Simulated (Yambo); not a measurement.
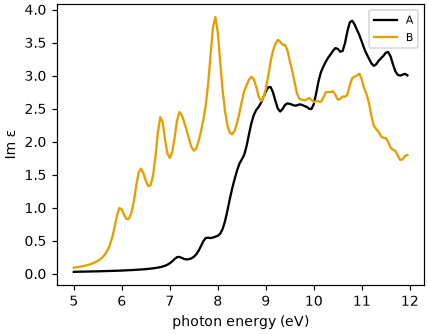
Figure. Two computed absorption spectra of KPSO3H2 (space group Cm, No. 8) (Yambo, PBEsol bands with the same scissor, field along x)

Axes are Cartesian, with cell vectors (Å) (3.29, -3.19, 0.00), (3.29, 3.19, 0.00), (-1.89, 0.00, 5.71).

Q: Which curve includes the electron-hole attraction (BSE), and where are its main peaks?

A: Curve B: the attraction moves weight to lower energy (centre of the plotted range 9.1 eV against 10.1 eV). Its peaks lie at 8.0 eV, 8.7 eV, 9.2 eV, 10.9 eV. Settings: 4×4×4 mesh, 10 valence and 14 conduction bands, static screening with 64 bands and a 3 Ry block, scissor 2.71 eV, Tamm-Dancoff. The scissor comes from a G0W0 run whose convergence isn't established. Broadening 0.15 eV. The band window holds all transitions up to 14.3 eV. Fine structure above the onset can come from the mesh.

Geometry of the Materials Project entry, not relaxed at this level; primitive cell a = b = 4.582 Å, c = 6.017 Å, α = β = 103.05°, γ = 88.15°.
